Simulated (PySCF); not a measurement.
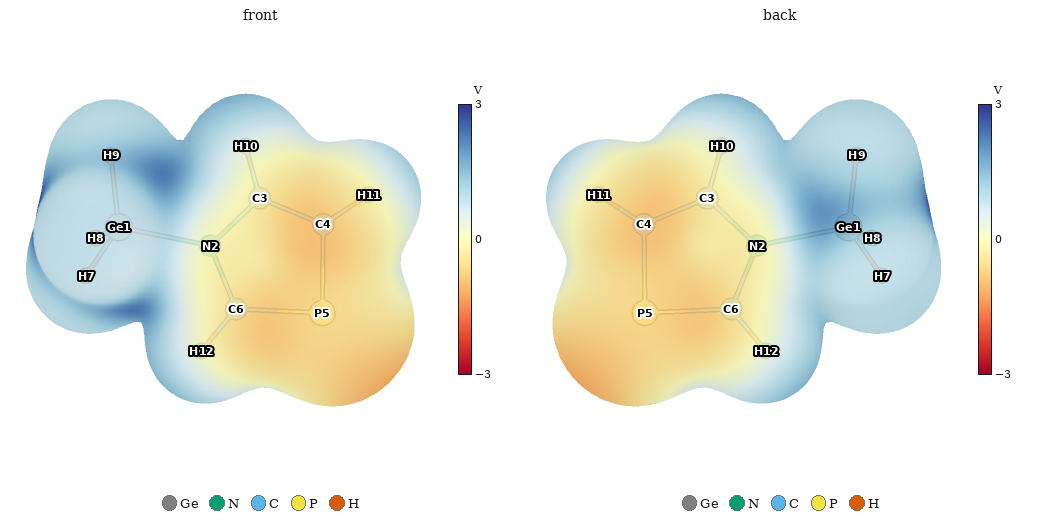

*C3H6GeNP (SMILES [GeH3][n]1ccpc1). The molecular electrostatic potential painted on the density surface at 0.004 e/bohr³, seen from the front and from behind; red is negative and blue positive.*

Geometry: GFN2-xTB.

The calculation used PBE0/def2-SVPD, SCF density, gas phase in PySCF 2.14.0.

```yaml
atoms:
  - { symbol: Ge, position_ang: [1.9062, 0.1957, 0.0424] }
  - { symbol: N, position_ang: [0.0879, -0.1164, 0.0512] }
  - { symbol: C, position_ang: [-0.8653, 0.8481, -0.0762] }
  - { symbol: C, position_ang: [-2.1347, 0.3688, -0.1225] }
  - { symbol: P, position_ang: [-2.1703, -1.3885, -0.0037] }
  - { symbol: C, position_ang: [-0.4638, -1.3604, 0.0986] }
  - { symbol: H, position_ang: [2.5013, -0.8057, 0.9750] }
  - { symbol: H, position_ang: [2.4200, 0.0012, -1.3502] }
  - { symbol: H, position_ang: [2.0898, 1.6037, 0.5002] }
  - { symbol: H, position_ang: [-0.5514, 1.8793, -0.1262] }
  - { symbol: H, position_ang: [-3.0124, 0.9829, -0.2132] }
  - { symbol: H, position_ang: [0.1939, -2.2093, 0.1987] }
```

Which sites attract a positive test charge, and which a negative one?

Answer. A positive charge is drawn to the negative regions and a negative charge to the positive ones. The most negative region (about −1.1 V) lies over P5, the most positive (about +2.7 V) over Ge1.

How polar is the molecule by this calculation?

Answer. Its dipole moment is 3.79 D.
